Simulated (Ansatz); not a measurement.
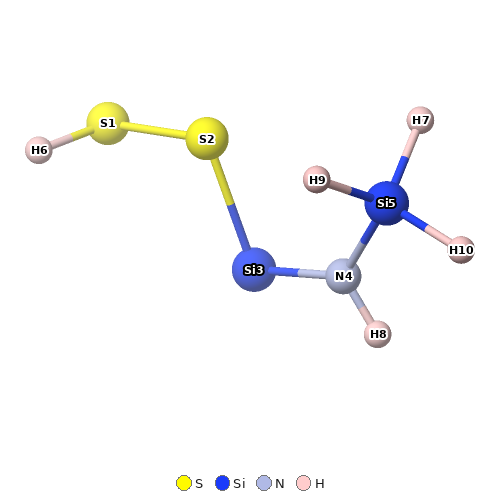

The system is H₅NS₂Si₂; the picture shows the reference structure. 
- First axis: angle S2–Si3–N4. Second axis: dihedral S2–Si3–N4–Si5.
- Nothing is relaxed (all other coordinates rigid).
- The scan uses a 15 × 15 grid.
- Energies are in kcal/mol, from the relaxed molecule at the same level.
- Method: Ansatz 0.2.0, RKS PBE-D4/def2-SVP.

Its coordinates:

```xyz
10

S    -1.6771    1.7891    2.7394
S    -0.8408    1.2234    0.8776
Si    0.0103   -0.7061    1.5227
N     0.5475   -1.2397   -0.0653
Si    0.4387   -0.5353   -1.6939
H    -0.6506    2.5986    3.1394
H    -0.9938   -0.4079   -2.1309
H     1.0067   -2.1587   -0.0349
H     1.0673    0.8302   -1.7125
H     1.1748   -1.4448   -2.6387
```

Range: angle S2–Si3–N4 from 71.8 to 121.8°; dihedral S2–Si3–N4–Si5 from −180 to 156°.

### What landscape does the calculation give?

The lowest grid point is at angle S2–Si3–N4 = 96.8°, dihedral S2–Si3–N4–Si5 = −12°, 0.40 kcal/mol from the relaxed molecule at the same level. The bottom of the well lies between grid points, at about angle S2–Si3–N4 = 97°, dihedral S2–Si3–N4–Si5 = 0°, about 0.4 kcal/mol lower on the interpolated surface. There is a further well near angle S2–Si3–N4 = 96.8°, dihedral S2–Si3–N4–Si5 = −180° (1.9 kcal/mol above the lowest at that grid point). The highest grid point, angle S2–Si3–N4 = 71.8°, dihedral S2–Si3–N4–Si5 = −36°, lies 37.5 kcal/mol above the lowest. On the interpolated surface the easiest way out of the lowest well to the well at about angle S2–Si3–N4 = 96°, dihedral S2–Si3–N4–Si5 = 175° passes a barrier of about 14 kcal/mol. Round the minimum the two coordinates are nearly uncoupled.

```tsv
dihedral S2–Si3–N4–Si5 ↓, angle S2–Si3–N4 →	71.8	75.4	79.0	82.6	86.1	89.7	93.3	96.8	100.4	104.0	107.6	111.1	114.7	118.3	121.8
156	25.3	17.8	12.3	8.5	6.0	4.5	3.7	3.5	4.0	4.9	6.2	7.9	10.0	12.4	15.0
132	26.0	19.7	15.2	11.9	9.7	8.3	7.6	7.5	7.9	8.7	10.0	11.5	13.5	15.7	18.2
108	29.1	23.6	19.5	16.5	14.5	13.1	12.3	12.1	12.4	13.0	14.1	15.5	17.2	19.3	21.6
84	31.3	25.8	21.6	18.4	16.2	14.7	13.8	13.4	13.6	14.1	15.1	16.4	18.0	20.0	22.2
60	33.4	25.9	20.2	16.1	13.3	11.4	10.3	9.9	10.0	10.6	11.6	13.0	14.8	16.9	19.2
36	36.0	25.2	17.5	12.0	8.5	6.2	4.9	4.4	4.6	5.4	6.6	8.1	10.1	12.4	14.9
12	35.2	23.0	14.4	8.5	4.7	2.3	1.0	0.6	0.9	1.8	3.1	4.8	6.9	9.3	12.0
−12	36.0	23.4	14.5	8.4	4.5	2.1	0.8	0.4	0.7	1.6	3.0	4.7	6.8	9.2	11.9
−36	37.9	26.2	17.8	12.0	8.2	5.8	4.5	4.0	4.2	5.0	6.3	7.9	9.9	12.2	14.8
−60	32.7	25.1	19.5	15.4	12.7	10.9	9.8	9.5	9.6	10.3	11.4	12.8	14.6	16.8	19.1
−84	30.8	25.4	21.2	18.2	16.0	14.6	13.7	13.4	13.6	14.1	15.1	16.4	18.1	20.1	22.4
−108	30.2	24.7	20.5	17.5	15.3	13.9	13.0	12.8	13.0	13.6	14.6	15.9	17.7	19.7	22.0
−132	27.7	21.4	16.7	13.3	11.0	9.4	8.6	8.4	8.7	9.5	10.6	12.1	14.0	16.2	18.7
−156	26.6	18.9	13.4	9.5	6.9	5.2	4.4	4.2	4.5	5.4	6.7	8.3	10.3	12.7	15.3
−180	26.5	18.1	12.1	7.9	5.2	3.4	2.5	2.3	2.7	3.6	4.9	6.6	8.8	11.2	13.9
```

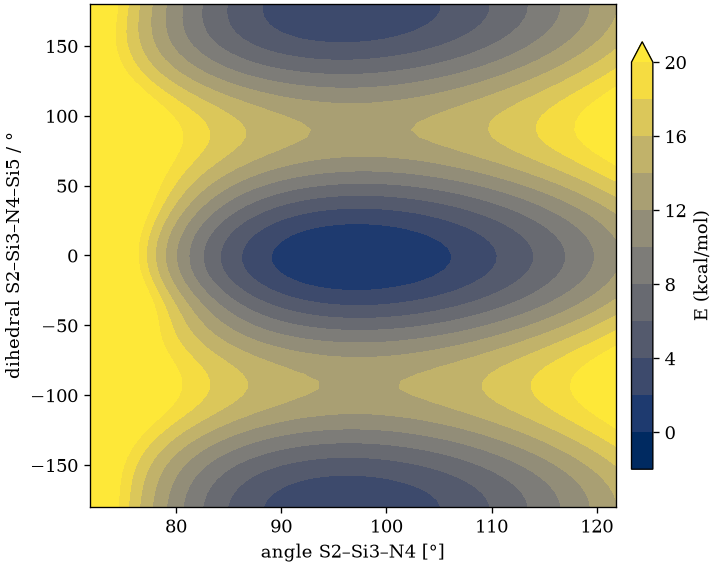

In the figure: filled contours, one colour for all values above the top of the scale. Between grid points the surface is interpolated.

Time for the 225 points that were run: 11 min on 1 thread of Intel(R) Xeon(R) 6975P-C (Granite Rapids), with other jobs on the host.
